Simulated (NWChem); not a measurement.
# One shape, several levels: doublet GaBH3ClO+

Aim: a comparison of 6 runs (UHF/6-31G*, UM06-2X/6-31G*, UB3LYP/6-31G*, UPBE0/6-31G*, UMP2/6-31G*) of doublet GaBH3ClO+. 

Program for the calculation: NWChem 7.3.0.

5 further runs of the same task are left out: 2 that didn't finish, 3 set aside as unsound or not needed. Runs told in other sessions of the task aren't counted.

## 1. The molecule

GaBH3ClO+ has 7 atoms, charge +1, and is taken as a doublet. As SMILES of the parent species, `O[B](Cl)[GaH2]`. The coordinates come from a PBE0-D4/def2-TZVP relaxation. This is one conformer, not always the lowest. That shape belongs to the parent species and isn't relaxed for this state.

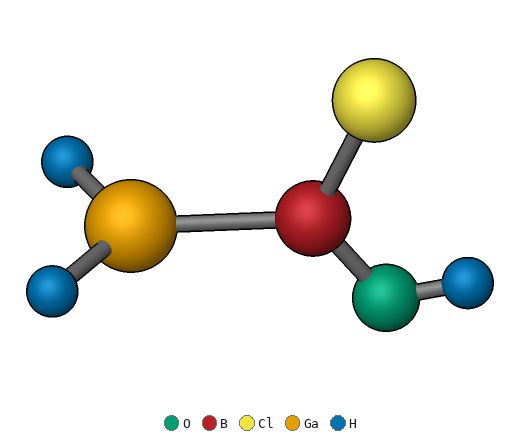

Viewed from a chosen angle; oxygen teal, boron red, chlorine yellow, gallium amber, hydrogen blue.

## 2. A single-point energy at UHF/6-31G(d) (spherical functions) (run 1)

The input, bclgah3o.nw:

```
echo
start bclgah3o
memory 2200 mb
charge 1

geometry units angstrom noautosym nocenter noautoz
O     -0.845500    -1.229100     0.927100
B     -0.031900    -0.664900     0.017900
Cl     0.899000    -1.736200    -1.070500
Ga     0.202400     1.406200    -0.190800
H     -0.850900    -2.194300     0.905900
H     -0.691300     2.232500    -1.186100
H      1.318000     2.185900     0.596500
end

basis spherical bse
O library 6-31G*
B library 6-31G*
Cl library 6-31G*
Ga library 6-31G*
H library 6-31G*
end

scf
doublet
uhf
thresh 1e-08
maxiter 80
noprint "final vectors analysis"
end

task scf energy
```

On the command line:

```sh
$ nwchem bclgah3o.nw > bclgah3o.out
```

The log of the run:

```text
[...]
  functions       =    84
[...]
  wavefunction    = UHF
[...]
         Total SCF energy =  -2483.456375944681
      One electron energy =  -3992.034740148794
      Two electron energy =   1232.725691394078
 Nuclear repulsion energy =    275.852672810036
                       Sz =      0.5000
                 Sz(Sz+1) =      0.7500
                      S^2 =      0.7687
[...]
```

Wall time 31 s (1 thread of Intel Xeon 6975P-C (Granite Rapids), shared host); peak memory 0.096 GiB.

## 3. The energy at UM06-2X/6-31G(d) (spherical functions) (run 2)

The input, test.nw:

```
start test
memory stack 880 mb heap 220 mb global 1100 mb
charge 1

geometry units angstrom noautosym nocenter noautoz
   O       -0.845500      -1.229100       0.927100
   B       -0.031900      -0.664900       0.017900
   Cl       0.899000      -1.736200      -1.070500
   Ga       0.202400       1.406200      -0.190800
   H       -0.850900      -2.194300       0.905900
   H       -0.691300       2.232500      -1.186100
   H        1.318000       2.185900       0.596500
end

basis "ao basis" spherical bse
   * library 6-31G*
end

dft
   xc m06-2x
   mult 2
   grid xfine
   convergence energy 1e-08
   iterations 100
   mulliken
   print low
end

task dft energy
```

On the command line:

```sh
$ nwchem test.nw > test.out
```

The log of the run:

```text
[...]
 d= 0,ls=0.0,diis     1  -2485.9942232484 -2.76D+03  9.10D-03  1.09D+00     7.1
[...]
 d= 0,ls=0.0,diis    12  -2486.2542818404 -8.44D-09  4.21D-07  3.60D-10    74.9
[...]
         Total DFT energy =    -2486.254281840417
      One electron energy =    -3992.331223228885
           Coulomb energy =     1346.986358678311
    Exchange-Corr. energy =     -116.762090099878
 Nuclear repulsion energy =      275.852672810036
[...]
      Total Density - Mulliken Population Analysis
     ---------------------------------------------
    Atom       Charge   Shell Charges
 -----------   ------   -------------------------------------------------------
    1 O    8     8.51   2.00  0.90  2.93  0.92  1.74  0.02
    2 B    5     4.59   2.00  0.58  1.32  0.29  0.30  0.10
    3 Cl  17    16.91   2.00  2.00  5.98  1.42  3.57  0.53  1.39  0.02
    4 Ga  31    30.78   2.00  2.00  6.00  2.00  5.99  1.30  1.37  0.01  0.02  6.85  2.92  0.31
    5 H    1     0.49   0.44  0.05
    6 H    1     0.86   0.46  0.40
    7 H    1     0.86   0.46  0.40
[...]
      <S2> =      0.7567 (Exact =     0.7500)
[...]
```

Run time: 76 s. Hardware: 1 thread of Intel Xeon 6975P-C (Granite Rapids), shared host; peak memory 0.14 GiB.

Runs 3 to 5 aren't shown in full; the table further down has their settings and results.

## 4. A single-point energy at UMP2/6-31G(d) (spherical functions) (run 6)

The input, run.py:

```python
from ase import Atoms
from ase.calculators.nwchem import NWChem

mol = Atoms(['O', 'B', 'Cl', 'Ga', 'H', 'H', 'H'], positions=[
    [-0.845500, -1.229100, 0.927100],
    [-0.031900, -0.664900, 0.017900],
    [0.899000, -1.736200, -1.070500],
    [0.202400, 1.406200, -0.190800],
    [-0.850900, -2.194300, 0.905900],
    [-0.691300, 2.232500, -1.186100],
    [1.318000, 2.185900, 0.596500],
])

calc = NWChem(
    label='bclgah3o',
    theory='mp2',
    memory='2200 mb',
    basis='6-31G*',
    basispar='spherical bse',
    charge=1,
    scf={'nopen': '1', 'uhf': None, 'thresh': '1e-08', 'maxiter': '80'},
    mp2={'freeze': 'core 16', 'tight': None},
    task='energy',
)
mol.calc = calc

print("Total energy (eV):", round(mol.get_potential_energy(), 6))
```

On the command line:

```sh
$ export ASE_NWCHEM_COMMAND="nwchem PREFIX.nwi > PREFIX.nwo"
$ python run.py
```

The log of the run:

```text
Total energy (eV): -67594.773827
```

The calculator wrote bclgah3o.nwi:

```
title "bclgah3o"

permanent_dir bclgah3o

scratch_dir bclgah3o

start bclgah3o

geometry units angstrom nocenter noautosym noautoz
  O  -8.4550000000000003e-01 -1.2291000000000001e+00 9.2710000000000004e-01
  B  -3.1899999999999998e-02 -6.6490000000000005e-01 1.7899999999999999e-02
  Cl 8.9900000000000002e-01 -1.7362000000000000e+00 -1.0705000000000000e+00
  Ga 2.0240000000000000e-01 1.4061999999999999e+00 -1.9080000000000000e-01
  H  -8.5089999999999999e-01 -2.1943000000000001e+00 9.0590000000000004e-01
  H  -6.9130000000000003e-01 2.2324999999999999e+00 -1.1860999999999999e+00
  H  1.3180000000000001e+00 2.1859000000000002e+00 5.9650000000000003e-01
end

charge 1

memory 2200 mb

basis spherical bse noprint
   * library 6-31G*
end

scf
  nopen 1
  uhf
  thresh 1e-08
  maxiter 80
end
mp2
  freeze core 16
  tight
end

task mp2 energy
```

bclgah3o.nwo:

```text
Northwest Computational Chemistry Package (NWChem) 7.3.0
             --------------------------------------------------------

           Job information
           ---------------

    nwchem branch   = 7.3.0
    use scalapack   = T
    input           = bclgah3o.nwi
    prefix          = bclgah3o.
    data base       = bclgah3o/bclgah3o.db
    status          = startup
    nproc           =        1

           Memory information
           ------------------

    heap     =     72089596 doubles =      550.0 Mbytes
    stack    =     72089601 doubles =      550.0 Mbytes
    global   =    144179200 doubles =     1100.0 Mbytes (distinct from heap & stack)
    total    =    288358397 doubles =     2200.0 Mbytes
    verify   = yes
    hardfail = no

[... 41 lines left out ...]
            Nuclear Dipole moment (a.u.)
[... 88 lines left out ...]
 1-e energy   =   -3943.148374
[... 7 lines left out ...]
         Quadratically convergent UHF
[... 15 lines left out ...]
       Final UHF  results
[... 3 lines left out ...]
      One electron energy =  -3992.034740149251
[... 1 line left out ...]
 Nuclear repulsion energy =    275.852672810035
[... 54 lines left out ...]
          Final beta eigenvalues
[... 322 lines left out ...]
                     UHF Final Beta Molecular Orbital Analysis
[... 387 lines left out ...]
          -------------------------------------------
          SCF energy               -2483.456375944531
          Correlation energy          -0.605765034480
          Singlet pairs                0.000000000000
          Triplet pairs                0.000000000000
          Total MP2 energy         -2484.062140979012
          -------------------------------------------

          ---------------------------------------------------
                    Spin Component Scaled (SCS) MP2
          Same spin pairs                     -0.175220621492
          Same spin scaling factor             0.333333333333
          Opposite spin pairs                 -0.430544412989
          Opposite spin scaling fact.          1.200000000000
          SCS-MP2 correlation energy          -0.575060169417
          Total SCS-MP2 energy             -2484.031436113949
          ---------------------------------------------------

 -----------------------
 Task  times  cpu:       35.0s     wall:       35.0s
 Total times  cpu:       35.0s     wall:       35.0s
```

Run time: 36 s. Hardware: 1 thread of Intel Xeon 6975P-C (Granite Rapids), shared host; peak memory 0.21 GiB.

## 5. The series

```
run                                 level  iteration cap  module   energy (Eh)   ⟨S²⟩  wall time
  1      UHF/6-31G* (spherical functions)             80     scf  -2483.456376  0.769       31 s
  2  UM06-2X/6-31G* (spherical functions)            100     dft  -2486.254282  0.757       76 s
  3   UB3LYP/6-31G* (spherical functions)            100     dft  -2486.401421  0.754       50 s
  4    UPBE0/6-31G* (spherical functions)            100     dft  -2485.812218  0.755       52 s
  5   UB3LYP/6-31G* (Cartesian functions)            100     dft  -2486.411497  0.754       26 s
  6     UMP2/6-31G* (spherical functions)             80     mp2  -2484.062141  0.769       36 s
```

## 6. Summary of results

| quantity | value |
| --- | --- |
| run 6: total energy | -2484.06214 Eh |
| run 6: HOMO energy (Hartree–Fock orbitals) (highest over α and β) | -16.96 eV |
| run 6: LUMO energy (Hartree–Fock orbitals) (lowest over α and β) | -8.34 eV |
| run 6: correlation energy (16 core orbitals frozen) | -605.8 mEh |
| run 6: ⟨S²⟩ of the reference determinant | 0.769 |

Totals of different functionals can't be ranked against each other. All runs together took 4.5 min, the longest 76 s.
